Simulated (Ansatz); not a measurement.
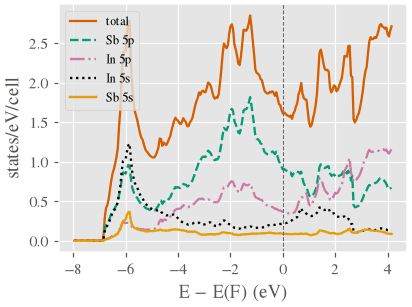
Figure: Total and projected density of states of InSb in space group Cmcm (No. 63; In on 4c, Sb on 4c), PBEsol in the plane-wave PAW code Ansatz

Question: Which orbitals carry the states next to the Fermi level?

Answer: Within 0.5 eV of the Fermi level: Sb 5p 57 %, In 5p 22 %, In 5s 13 %, Sb 5s 5 %. Projections are on Löwdin-orthogonalised atomic valence shells; empty p or d shells of many metals are not among them.

Question: Where is the tallest occupied peak in this window, and what makes it?

Answer: Near -1.2 eV, about 2.8 states/eV per cell; the largest projected share is Sb 5p.

The workflow started from a Materials Project entry (that database holds measured and hypothetical structures alike); the Crystallography Open Database copy checked does not list it. It is not the phase usual at ambient conditions (space group No. 216). Symmetry was held in the PBEsol relaxation; its stability against distortions is not shown here. Spin–orbit coupling is left out wherever it is not named.

Potentials: the later of the program's two PAW sets.
